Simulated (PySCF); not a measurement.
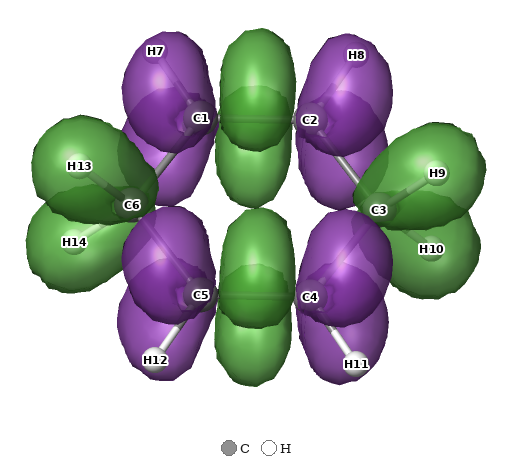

Figure. C6H8, SMILES `C1=CCC=CC1`. Unrelaxed difference density of S₁ less the ground state (TDA singlet states), ±0.015 e/Å³; purple: gain, green: loss.

Level of theory: B3LYP/def2-SVP (PySCF), at a geometry from GFN2-xTB. No frequency check shows the geometry to be a minimum. Without diffuse functions Rydberg states are missing, so the states' numbers hold for this basis only.

The calculation's input:

```python
import numpy as np
from pyscf import gto, scf, dft, tdscf
from pyscf.scf import atom_ks, atom_hf
from scipy.linalg import block_diag

def solve(mol, dm0=None, hcore=None):
    mf = (dft.UKS if mol.spin else dft.RKS)(mol, xc='b3lyp')
    mf.grids.level = 3
    mf = mf.density_fit(auxbasis='def2-universal-jkfit')
    mf.conv_tol, mf.max_cycle = 1e-8, 80
    if hcore is not None:
        mf.get_hcore = lambda *args: hcore
    mf.kernel(dm0)
    if not mf.converged:
        mf = mf.newton().run(mf.mo_coeff, mf.mo_occ, max_cycle=30)
    assert mf.converged, 'SCF not converged'
    return mf

mol = gto.M(atom='''
C     -0.65837     1.24548    -0.00091
C      0.66233     1.24338     0.00066
C      1.49144    -0.00189     0.00034
C      0.65837    -1.24548    -0.00091
C     -0.66233    -1.24338     0.00066
C     -1.49144     0.00189     0.00034
H     -1.20754     2.17787    -0.00212
H      1.21448     2.17401     0.00187
H      2.15138    -0.00456     0.87681
H      2.15138    -0.00229    -0.87706
H      1.20754    -2.17787    -0.00212
H     -1.21448    -2.17401     0.00187
H     -2.15138     0.00456     0.87681
H     -2.15138     0.00229    -0.87706
''', basis='def2-svp', charge=0, spin=0, verbose=4)
mf = solve(mol)
td = mf.TDA()
td.nstates, td.singlet, td.conv_tol = 6, True, 1e-5
td.kernel()
td.analyze()
x, y = np.array([p[0] for p in td.xy]), np.array([p[1] + 0 * p[0] for p in td.xy])
f, mu = td.oscillator_strength(), td.transition_dipole()
nto = [td.get_nto(state=i + 1, verbose=4) for i in range(len(td.e))]
# spherically averaged free atoms, for the promolecule
atm = atom_ks.get_atm_nrks(mol, xc='b3lyp')
pro = block_diag(*[(atm[a[0]][2] * atm[a[0]][3]) @ atm[a[0]][2].T for a in mol._atom])
np.savez('result.npz', e=td.e, f=f, ok=td.converged, w=[n[0] for n in nto], nto=[n[1] for n in nto], x=x, y=y, c=mf.mo_coeff, occ=mf.mo_occ, eps=mf.mo_energy, pro=pro, mu=mu)
```

Command:

```sh
OMP_NUM_THREADS=1 python input.py
```

The run took 2.5 min on 1 thread of Intel(R) Xeon(R) Platinum 8375C CPU @ 2.90GHz (Ice Lake) (shared host), peak memory 0.71 GiB.

Question: How does the charge move on excitation?

Answer: 0.46 e is displaced in all, mostly between regions of the same atoms. The state: 6.07 eV (204 nm), f = 0.000 (dark); the leading pair carries 90 %; hole on C1, C2, C4 and C5 (15 % each) and C3 and C6 (8 % each), electron on C1, C2, C4 and C5 (18 % each) and C3 and C6 (5 % each); their centroids lie 0.0 Å apart.
